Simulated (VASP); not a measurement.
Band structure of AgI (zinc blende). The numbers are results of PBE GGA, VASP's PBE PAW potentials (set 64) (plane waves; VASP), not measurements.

Unless said otherwise, spin-orbit coupling is left out, though it shifts the bands of the heavy elements here.

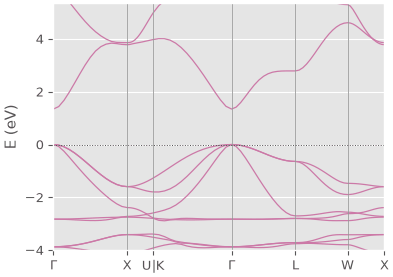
*Bands along high-symmetry lines, zero at the valence-band maximum or, without a gap, the Fermi level*

Problem. Read the plot: is there a gap, and where are the band edges?

Solution. The gap is direct, 1.34 eV, from the valence maximum at Γ to the conduction minimum at Γ. (Edges off the drawn lines would not show.)

The compound is AgI in the zinc blende structure, whereas wurtzite is the usual form. It was relaxed first, which changed the volume by +6 %.
